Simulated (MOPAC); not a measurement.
## Run report: SiBrF3 (charge +1), geometry relaxation

The run: geometry relaxation of SiBrF3, charge +1, multiplicity 2. Method and program: MNDO, unrestricted (MOPAC 23.2.5).

The starting geometry was optimised with MNDO.

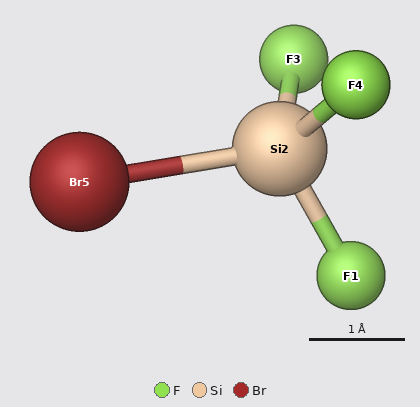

Fig. 1: The input geometry (ball-and-stick view, seen at a tilt; atoms are numbered from 1 in the order of the input).

Input (run.mop)
```
GNORM=0.05 CYCLES=300 DISP CHARGE=1 MNDO AUX(PRECISION=6) THREADS=1


F     -0.006026 1     0.003521 1     1.618251 1
Si     0.062828 1    -0.081055 1     0.037486 1
F     -0.398196 1    -1.544168 1    -0.359334 1
F      1.592979 1     0.035439 1    -0.357190 1
Br    -1.174600 1     1.480399 1    -0.938964 1
```

Run on 1 thread of AMD EPYC (Zen 5), 128 GiB of memory available, shared host.

Command:
```bash
mopac run.mop
```

What the program printed
```
MOPAC v23.2.5
MNDO CALCULATION RESULTS

 *  MNDO       - The MNDO Hamiltonian to be used
 *
 *
 *
 *                 CHARGE ON SYSTEM = +1
 *
 *
 *
 *  THREADS=1  - MULTI-THREADING NOT USED
 *  CYCLES=    - DO A MAXIMUM OF 300 STEPS
 *  GNORM      - EXIT WHEN GRADIENT NORM DROPS BELOW 0.050
 *  AUX        - OUTPUT AUXILIARY INFORMATION
 *  DISP       - PRINT DISPERSION AND HYDROGEN BOND ENERGIES
GNORM=0.05 CYCLES=300 DISP CHARGE=1 MNDO AUX(PRECISION=6) THREADS=1

   ATOM   CHEMICAL          X               Y               Z
  NUMBER   SYMBOL      (ANGSTROMS)     (ANGSTROMS)     (ANGSTROMS)

     1       F         -0.00602600  *   0.00352100  *   1.61825100  *
     2      Si          0.06282800  *  -0.08105500  *   0.03748600  *
     3       F         -0.39819600  *  -1.54416800  *  -0.35933400  *
     4       F          1.59297900  *   0.03543900  *  -0.35719000  *
     5      Br         -1.17460000  *   1.48039900  *  -0.93896400  *

          CARTESIAN COORDINATES

    NO.       ATOM           X           Y           Z

     1         F         -0.0060      0.0035      1.6183
     2        Si          0.0628     -0.0811      0.0375
     3         F         -0.3982     -1.5442     -0.3593
     4         F          1.5930      0.0354     -0.3572
     5        Br         -1.1746      1.4804     -0.9390

           Empirical Formula: F3 Si Br  =     5 atoms

      MOLECULAR POINT GROUP   :   C3v

          UHF CALCULATION, NO. OF ALPHA ELECTRONS =   16
                           NO. OF BETA  ELECTRONS =   15

          Geometry optimization using EF

          DIAGONAL MATRIX USED AS START HESSIAN
```

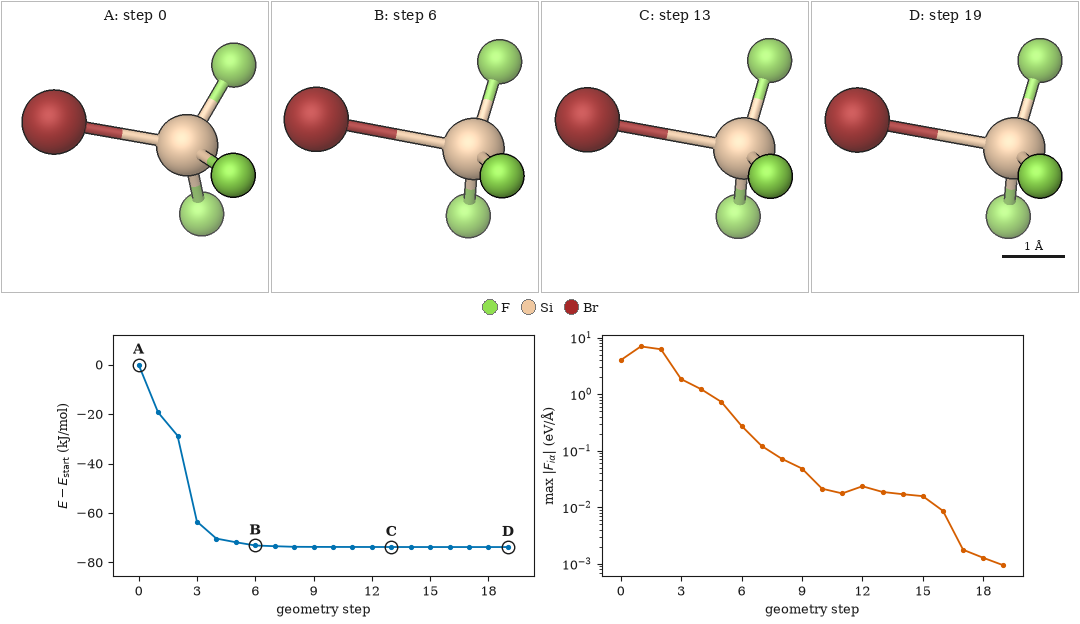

Fig. 2: Frames of the relaxation (ball-and-stick view, seen at a tilt) above the curves, on which the letters mark them (steps are counted from 0).

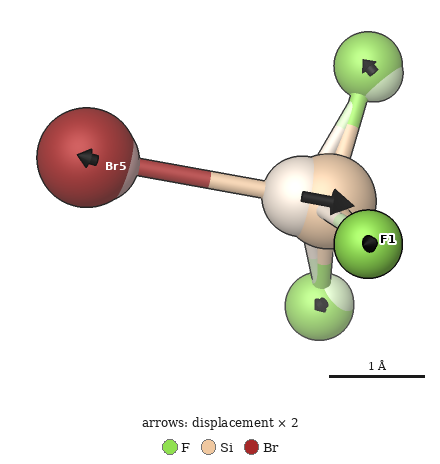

Fig. 3: Start (faint) and end (solid) with the displacements as black arrows, magnified 2 times (ball-and-stick view, seen at a tilt). The two geometries are laid on each other by the best rigid fit. After 19 geometry steps the energy has fallen by 73.8 kJ/mol. Largest force component: 4 eV/Å at the start, 0.00094 eV/Å at the end. The atom that moves furthest after the best rigid fit is Si2 (0.29 Å). By element the largest moves are Si 0.29 Å, Br 0.12 Å, F 0.10 Å. Distances before and after: Si2–Br5 2.219 → 2.623 Å, F1–Si2 1.585 → 1.555 Å. Among the angles that change: F1–Si2–Br5 112.2° → 99.2°, F3–Si2–Br5 112.2° → 100.4°, F1–Si2–F4 106.7° → 117.9°. (Atoms are counted from 1 in the order of the input.)

```
 CYCLE:     1 TIME:   0.000 TIME LEFT:  2.00D  GRAD.:   150.689 HEAT: -6.571138
 CYCLE:     2 TIME:   0.000 TIME LEFT:  2.00D  GRAD.:   230.242 HEAT: -11.18301
 CYCLE:     3 TIME:   0.008 TIME LEFT:  2.00D  GRAD.:   230.236 HEAT: -13.42797
 CYCLE:     4 TIME:   0.000 TIME LEFT:  2.00D  GRAD.:    90.144 HEAT: -21.74017
 CYCLE:     5 TIME:   0.000 TIME LEFT:  2.00D  GRAD.:    39.952 HEAT: -23.38504
 CYCLE:     6 TIME:   0.008 TIME LEFT:  2.00D  GRAD.:    27.180 HEAT: -23.73884
 CYCLE:     7 TIME:   0.000 TIME LEFT:  2.00D  GRAD.:    11.227 HEAT: -24.05229
 CYCLE:     8 TIME:   0.000 TIME LEFT:  2.00D  GRAD.:     5.236 HEAT: -24.12205
 CYCLE:     9 TIME:   0.000 TIME LEFT:  2.00D  GRAD.:     2.647 HEAT: -24.18053
 CYCLE:    10 TIME:   0.008 TIME LEFT:  2.00D  GRAD.:     1.793 HEAT: -24.18912
 CYCLE:    11 TIME:   0.000 TIME LEFT:  2.00D  GRAD.:     1.071 HEAT: -24.19399
 CYCLE:    12 TIME:   0.000 TIME LEFT:  2.00D  GRAD.:     0.938 HEAT: -24.19604
 CYCLE:    13 TIME:   0.000 TIME LEFT:  2.00D  GRAD.:     0.937 HEAT: -24.19871
 CYCLE:    14 TIME:   0.000 TIME LEFT:  2.00D  GRAD.:     0.742 HEAT: -24.19998
 CYCLE:    15 TIME:   0.008 TIME LEFT:  2.00D  GRAD.:     0.667 HEAT: -24.20175
 CYCLE:    16 TIME:   0.000 TIME LEFT:  2.00D  GRAD.:     0.552 HEAT: -24.20250
 CYCLE:    17 TIME:   0.000 TIME LEFT:  2.00D  GRAD.:     0.368 HEAT: -24.20286
 CYCLE:    18 TIME:   0.000 TIME LEFT:  2.00D  GRAD.:     0.085 HEAT: -24.20332
 CYCLE:    19 TIME:   0.008 TIME LEFT:  2.00D  GRAD.:     0.058 HEAT: -24.20334
 CYCLE:    20 TIME:   0.000 TIME LEFT:  2.00D  GRAD.:     0.037 HEAT: -24.20335

     GRADIENT =  0.03699 IS LESS THAN CUTOFF =  0.05000

 -------------------------------------------------------------------------------
 GNORM=0.05 CYCLES=300 DISP CHARGE=1 MNDO AUX(PRECISION=6) THREADS=1

     GEOMETRY OPTIMISED USING EIGENVECTOR FOLLOWING (EF).
     SCF FIELD WAS ACHIEVED

                              MNDO CALCULATION

          FINAL HEAT OF FORMATION =        -24.20335 KCAL/MOL =    -101.26680 KJ/MOL

          TOTAL ENERGY            =     -43098.75255 KCAL/MOL = ELECTRONIC ENERGY + CORE-CORE REPULSION
          ENERGY OF ATOMS         =      43074.54920 KCAL/MOL
                              SUM =        -24.20335 KCAL/MOL
          DISPERSION ENERGY       =          0.00000 KCAL/MOL
                              SUM =        -24.20335 KCAL/MOL = FINAL HEAT OF FORMATION

          TOTAL ENERGY            =      -1868.93880 EV
          ELECTRONIC ENERGY       =      -4041.30840 EV
          CORE-CORE REPULSION     =       2172.36960 EV
          COSMO AREA              =        119.10 SQUARE ANGSTROMS
          COSMO VOLUME            =        108.95 CUBIC ANGSTROMS

          GRADIENT NORM           =          0.03699          =       0.01654 PER ATOM
          IONIZATION POTENTIAL    =         18.780938 EV
          ALPHA SOMO LUMO (EV)    =        -19.509 -7.766
          BETA  SOMO LUMO (EV)    =        -18.781 -9.645
          NO. OF ALPHA ELECTRONS  =         16
          NO. OF BETA  ELECTRONS  =         15
          MOLECULAR WEIGHT        =        164.9847         POINT GROUP:  C1

          MOLECULAR DIMENSIONS (Angstroms)

            Atom       Atom       Distance
           Br     5    F     3     3.28125
            F     1    F     4     2.66311
            F     3    F     4     2.01127

          SCF CALCULATIONS        =         23

          WALL-CLOCK TIME         =      0.047 SECONDS
          COMPUTATION TIME        =      0.027 SECONDS

   ATOM   CHEMICAL          X               Y               Z
  NUMBER   SYMBOL      (ANGSTROMS)     (ANGSTROMS)     (ANGSTROMS)

     1       F         -0.05990047  *   0.05863598  *   1.65544521  *
     2      Si          0.22507058  *  -0.29300661  *   0.16825622  *
     3       F         -0.45211414  *  -1.57198141  *  -0.39807034  *
     4       F          1.61065295  *   0.09884576  *  -0.41821165  *
     5      Br         -1.22684524  *   1.56182752  *  -0.98598643  *

                             CARTESIAN COORDINATES

   1    F       -0.059900474     0.058635979     1.655445212
   2   Si        0.225070580    -0.293006608     0.168256220
   3    F       -0.452114142    -1.571981407    -0.398070336
   4    F        1.610652947     0.098845759    -0.418211647
   5   Br       -1.226845239     1.561827525    -0.985986430

           Empirical Formula: F3 Si Br  =     5 atoms

      MOLECULAR POINT GROUP   :   C1

          ALPHA EIGENVALUES
 -53.19617 -49.83430 -49.77618 -34.82213 -23.73732 -23.72000 -23.69913 -23.54014
 -21.95321 -21.84294 -21.82160 -21.81157 -21.80602 -20.91989 -20.10078 -19.50916
  -7.76598  -4.86912  -2.49358  -2.48020

           BETA EIGENVALUES
 -53.21146 -49.84983 -49.79309 -32.32069 -23.72502 -23.71490 -23.66935 -23.53467
 -21.95709 -21.85499 -21.83597 -21.81756 -21.81662 -19.41713 -18.78094  -9.64521
  -7.73909  -4.87263  -2.52107  -2.50225

              NET ATOMIC CHARGES AND DIPOLE CONTRIBUTIONS

  ATOM NO.   TYPE          CHARGE      No. of ELECS.   s-Pop       p-Pop
    1          F          -0.434213        7.4342     1.85075     5.58346
    2         Si           2.102504        1.8975     0.67425     1.22325
    3          F          -0.432516        7.4325     1.85053     5.58199
    4          F          -0.435059        7.4351     1.85086     5.58420
    5         Br           0.199284        6.8007     1.99805     4.80267
 DIPOLE           X         Y         Z       TOTAL
 POINT-CHG.     0.859    -1.138     0.696     1.587
 HYBRID        -0.031     0.049    -0.027     0.064
 SUM            0.828    -1.090     0.669     1.523

          ATOMIC ORBITAL ELECTRON POPULATIONS

     Atom    s        px        py        pz
    1  F   1.85075   1.94319   1.93151   1.70876
    2 Si   0.67425   0.40879   0.39168   0.42278
    3  F   1.85053   1.90094   1.75880   1.92224
    4  F   1.85086   1.73624   1.92837   1.91960
    5 Br   1.99805   1.44323   1.88795   1.47149

                    (SZ)    =    0.500000
                    (S**2)  =    0.752021

          ATOMIC ORBITAL SPIN POPULATIONS

    Atom   Total    s     px     py     pz
         Atomic
    1  F -0.0034 -0.000 -0.000 -0.000 -0.003
    2 Si -0.0155 -0.007 -0.003 -0.004 -0.001
    3  F -0.0036 -0.000  0.000 -0.003  0.000
    4  F -0.0033 -0.000 -0.003 -0.000  0.000
    5 Br  1.0258  0.000  0.504  0.026  0.495

 *                    *
 * JOB ENDED NORMALLY *
 *                    *

 TOTAL JOB TIME:             0.05 SECONDS

 == MOPAC DONE ==
```

Trajectory as extended XYZ (Å, eV, eV/Å), 20 frames, from step=0 to step=19
```
5
Properties=species:S:1:pos:R:3:forces:R:3 step=0 energy=-0.28495
F    -0.0060    0.0035    1.6183   -0.4427   0.5207  -0.8348
Si    0.0628   -0.0811    0.0375    3.1368  -3.9810   2.4804
F    -0.3982   -1.5442   -0.3593   -0.2782   1.0042  -0.2001
F     1.5930    0.0354   -0.3572   -0.9157   0.5277  -0.2541
Br   -1.1746    1.4804   -0.9390   -1.5002   1.9284  -1.1914
5
Properties=species:S:1:pos:R:3:forces:R:3 step=1 energy=-0.48494
F    -0.0070    0.0122    1.5781   -0.9968   1.2927   6.9772
Si    0.1241   -0.2023    0.1554    2.9463   0.1963  -5.5453
F    -0.3968   -1.5184   -0.3723   -1.3704  -2.3061  -1.0330
F     1.5794    0.0544   -0.3779   -0.2320   0.3547  -0.1217
Br   -1.2046    1.5262   -0.9729   -0.3471   0.4624  -0.2772
5
Properties=species:S:1:pos:R:3:forces:R:3 step=2 energy=-0.58229
F    -0.0196    0.0418    1.7117    0.2267  -0.5940  -3.2316
Si    0.2043   -0.2956    0.1161   -1.1210   3.7228   6.2174
F    -0.4110   -1.5319   -0.3909   -2.1232  -3.9964  -1.7207
F     1.5642    0.0697   -0.3854    3.0205   0.8774  -1.3133
Br   -1.2316    1.5663   -1.0020   -0.0030  -0.0098   0.0482
5
Properties=species:S:1:pos:R:3:forces:R:3 step=3 energy=-0.94274
F    -0.0208    0.0404    1.7146    0.1186  -0.2345  -1.8455
Si    0.2039   -0.2523    0.1609   -1.6418  -1.5898   1.5429
F    -0.4359   -1.5905   -0.4222    0.5058   1.4893   0.6434
F     1.5876    0.0765   -0.4071    0.9811   0.3981  -0.4247
Br   -1.2300    1.5665   -1.0041    0.0364  -0.0632   0.0839
5
Properties=species:S:1:pos:R:3:forces:R:3 step=4 energy=-1.01407
F    -0.0196    0.0373    1.6925   -0.1510  -0.0015  -0.2620
Si    0.1827   -0.2684    0.1777    1.2204  -0.1132  -0.3737
F    -0.4315   -1.5738   -0.4142   -0.1011   0.2538   0.1790
F     1.6037    0.0856   -0.4155   -0.9977  -0.0920   0.3870
Br   -1.2280    1.5650   -1.0031    0.0294  -0.0471   0.0696
5
Properties=species:S:1:pos:R:3:forces:R:3 step=5 energy=-1.02941
F    -0.0228    0.0382    1.6605   -0.2639   0.2112   0.7290
Si    0.1988   -0.2705    0.1686   -0.0178  -0.4058  -0.4775
F    -0.4366   -1.5692   -0.4010   -0.1695  -0.0223  -0.0175
F     1.5916    0.0862   -0.3985    0.4504   0.2251  -0.2583
Br   -1.2277    1.5632   -0.9969    0.0009  -0.0081   0.0243
5
Properties=species:S:1:pos:R:3:forces:R:3 step=6 energy=-1.04301
F    -0.0296    0.0438    1.6792   -0.0798  -0.0310  -0.2334
Si    0.2099   -0.2879    0.1749   -0.0345   0.0037   0.2753
F    -0.4418   -1.5712   -0.4073   -0.1264  -0.0417   0.0181
F     1.5933    0.0948   -0.4102    0.2173   0.1150  -0.1174
Br   -1.2292    1.5676   -1.0010    0.0234  -0.0460   0.0574
5
Properties=species:S:1:pos:R:3:forces:R:3 step=7 energy=-1.04603
F    -0.0344    0.0446    1.6762   -0.0722  -0.0160  -0.1214
Si    0.2136   -0.2920    0.1771    0.0889   0.0276   0.0700
F    -0.4462   -1.5720   -0.4053   -0.0815  -0.0121   0.0312
F     1.5961    0.1005   -0.4139    0.0445   0.0436  -0.0328
Br   -1.2283    1.5673   -0.9999    0.0202  -0.0431   0.0531
5
Properties=species:S:1:pos:R:3:forces:R:3 step=8 energy=-1.04857
F    -0.0453    0.0462    1.6672   -0.0417   0.0075   0.0149
Si    0.2220   -0.2973    0.1760    0.0473   0.0177  -0.0720
F    -0.4550   -1.5730   -0.3987    0.0007   0.0213   0.0232
F     1.6004    0.1101   -0.4182   -0.0152  -0.0206   0.0019
Br   -1.2257    1.5655   -0.9960    0.0089  -0.0259   0.0319
5
Properties=species:S:1:pos:R:3:forces:R:3 step=9 energy=-1.04894
F    -0.0491    0.0467    1.6638   -0.0276   0.0127   0.0249
Si    0.2234   -0.2966    0.1734    0.0121   0.0159  -0.0485
F    -0.4570   -1.5727   -0.3960    0.0129   0.0120   0.0066
F     1.6020    0.1116   -0.4189    0.0019  -0.0258  -0.0051
Br   -1.2245    1.5639   -0.9938    0.0007  -0.0148   0.0221
5
Properties=species:S:1:pos:R:3:forces:R:3 step=10 energy=-1.04915
F    -0.0526    0.0475    1.6610   -0.0121   0.0163   0.0118
Si    0.2233   -0.2938    0.1702   -0.0123   0.0017   0.0017
F    -0.4576   -1.5718   -0.3941    0.0165   0.0037  -0.0107
F     1.6037    0.1110   -0.4194    0.0162  -0.0213  -0.0128
Br   -1.2233    1.5617   -0.9912   -0.0083  -0.0003   0.0100
5
Properties=species:S:1:pos:R:3:forces:R:3 step=11 energy=-1.04924
F    -0.0537    0.0485    1.6608   -0.0072   0.0136  -0.0047
Si    0.2228   -0.2925    0.1696   -0.0076  -0.0032   0.0176
F    -0.4568   -1.5711   -0.3947    0.0121   0.0013  -0.0105
F     1.6042    0.1095   -0.4197    0.0141  -0.0164  -0.0095
Br   -1.2231    1.5608   -0.9903   -0.0114   0.0047   0.0071
5
Properties=species:S:1:pos:R:3:forces:R:3 step=12 energy=-1.04936
F    -0.0555    0.0512    1.6606   -0.0006   0.0064  -0.0235
Si    0.2225   -0.2911    0.1696    0.0026  -0.0063   0.0230
F    -0.4552   -1.5698   -0.3968    0.0034  -0.0032  -0.0030
F     1.6052    0.1060   -0.4205    0.0082  -0.0080   0.0008
Br   -1.2233    1.5598   -0.9889   -0.0137   0.0111   0.0027
5
Properties=species:S:1:pos:R:3:forces:R:3 step=13 energy=-1.04941
F    -0.0567    0.0532    1.6600    0.0004   0.0040  -0.0187
Si    0.2229   -0.2911    0.1698    0.0059  -0.0059   0.0116
F    -0.4543   -1.5694   -0.3979   -0.0001  -0.0059   0.0013
F     1.6060    0.1041   -0.4206    0.0071  -0.0047   0.0050
Br   -1.2238    1.5596   -0.9880   -0.0133   0.0125   0.0008
5
Properties=species:S:1:pos:R:3:forces:R:3 step=14 energy=-1.04949
F    -0.0597    0.0583    1.6574    0.0018  -0.0016   0.0028
Si    0.2246   -0.2923    0.1699    0.0034  -0.0008  -0.0170
F    -0.4526   -1.5696   -0.3999   -0.0043  -0.0097   0.0087
F     1.6086    0.0997   -0.4201    0.0075   0.0012   0.0088
Br   -1.2254    1.5600   -0.9861   -0.0085   0.0109  -0.0032
5
Properties=species:S:1:pos:R:3:forces:R:3 step=15 energy=-1.04952
F    -0.0595    0.0582    1.6569    0.0008  -0.0012   0.0054
Si    0.2247   -0.2927    0.1695    0.0018   0.0007  -0.0157
F    -0.4527   -1.5703   -0.3993   -0.0024  -0.0075   0.0067
F     1.6090    0.0999   -0.4195    0.0067   0.0002   0.0055
Br   -1.2257    1.5605   -0.9862   -0.0069   0.0077  -0.0018
5
Properties=species:S:1:pos:R:3:forces:R:3 step=16 energy=-1.04954
F    -0.0593    0.0579    1.6548   -0.0029   0.0022   0.0032
Si    0.2250   -0.2933    0.1674   -0.0018   0.0002   0.0086
F    -0.4527   -1.5731   -0.3968    0.0046   0.0048  -0.0046
F     1.6109    0.1000   -0.4173   -0.0008  -0.0041  -0.0077
Br   -1.2269    1.5624   -0.9862    0.0008  -0.0031   0.0005
5
Properties=species:S:1:pos:R:3:forces:R:3 step=17 energy=-1.04956
F    -0.0597    0.0586    1.6554   -0.0006  -0.0005   0.0015
Si    0.2250   -0.2931    0.1682    0.0003   0.0010   0.0001
F    -0.4523   -1.5721   -0.3980    0.0009   0.0005   0.0005
F     1.6105    0.0992   -0.4181    0.0008  -0.0014  -0.0018
Br   -1.2267    1.5618   -0.9860   -0.0015   0.0004  -0.0003
5
Properties=species:S:1:pos:R:3:forces:R:3 step=18 energy=-1.04956
F    -0.0599    0.0587    1.6554    0.0000  -0.0007   0.0005
Si    0.2251   -0.2931    0.1683    0.0004   0.0007  -0.0005
F    -0.4522   -1.5720   -0.3981    0.0003   0.0003   0.0011
F     1.6106    0.0990   -0.4182    0.0005  -0.0006  -0.0009
Br   -1.2268    1.5618   -0.9860   -0.0013   0.0004  -0.0002
5
Properties=species:S:1:pos:R:3:forces:R:3 step=19 energy=-1.04956
F    -0.0599    0.0586    1.6554    0.0003  -0.0003  -0.0002
Si    0.2251   -0.2930    0.1683    0.0007   0.0002   0.0000
F    -0.4521   -1.5720   -0.3981    0.0000   0.0003   0.0007
F     1.6107    0.0988   -0.4182    0.0000  -0.0002  -0.0006
Br   -1.2268    1.5618   -0.9860   -0.0009   0.0000   0.0000
```

Key numbers

- outcome: converged
- total energy: −68.682234 hartree
- dispersion energy: 0.000000 hartree
- heat of formation: −24.20 kcal/mol
- basis functions: 20
- largest force: 0.001 eV/Å
- ⟨S²⟩: 0.752
- peak memory: 0.088 GiB

Remarks

MOPAC's energies along a path are heats of formation.
